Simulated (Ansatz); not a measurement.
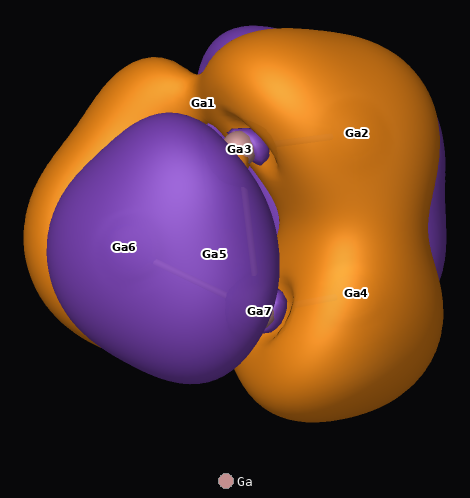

*Ga7 (charge +1). The HOMO−1 at ±0.04 Å⁻³ᐟ² (orange and purple are the two phases), seen at an oblique angle.*

Geometry: PBE-D4/def2-SVP.

The calculation used RKS PBE0-D4/def2-TZVP in Ansatz.

Input

```
crystal:
  periodic: [false, false, false]
  atoms:
    - {symbol: Ga, position_ang: [1.165851, -0.198158, 1.689035]}
    - {symbol: Ga, position_ang: [-0.381680, -1.953772, 0.579482]}
    - {symbol: Ga, position_ang: [-1.579304, 0.224045, 1.305731]}
    - {symbol: Ga, position_ang: [0.074801, -1.173467, -1.844148]}
    - {symbol: Ga, position_ang: [1.915928, 0.273493, -0.744504]}
    - {symbol: Ga, position_ang: [0.281616, 2.028886, 0.231145]}
    - {symbol: Ga, position_ang: [-1.477201, 0.798973, -1.216730]}
basis:
  gaussian: {orbitals: def2-TZVP, initial_orbitals: start.molden}
total_charge: 1
hamiltonian: {xc: pbe0, dispersion: d4}
scf: {omitted_lower_state_checks: [starts]}
output: {orbitals: {seedname: orbitals}}
```

Run with:

```sh
ansatz run in.yaml --threads 4 --pin off --events-out ev --progress --plain --max-ram 6963MiB
```

> Where does this orbital lie, and at what energy?

By Hirshfeld shares it lies mainly on Ga4 (about 15 %), Ga6 (about 15 %), Ga2 (about 15 %), Ga5 (about 15 %), Ga7 (about 15 %), Ga3 (about 15 %) and Ga1 (about 10 %). It is one of a degenerate set, so its orientation is arbitrary. Its energy is −9.99 eV.
